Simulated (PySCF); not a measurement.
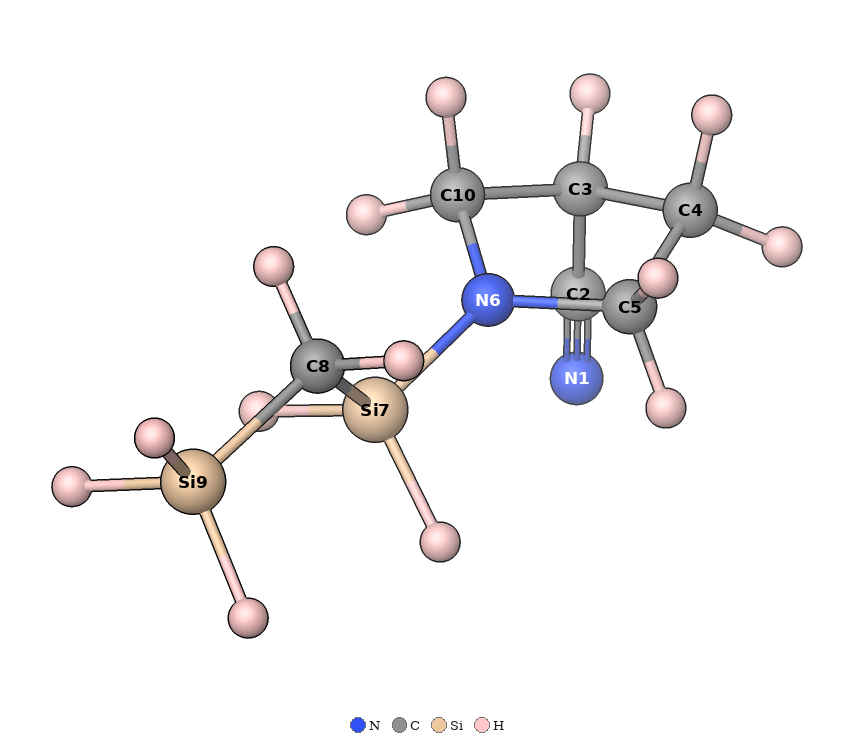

Distant atoms are faded towards the background colour. The geometry was computed by an optimisation with PBE0-D3(BJ)/def2-SVP. No frequency run is at hand to confirm it as a minimum.

What is the conformation of the ring C3–C4–C5–N6–C10?

Answer. It is between envelope and twist. The Cremer–Pople amplitude Q is 0.40 Å.

Give the torsion angles round the ring, beginning with the bond from its second to its third atom.

Answer. −18°, −8°, 31°, −40°, 35°.
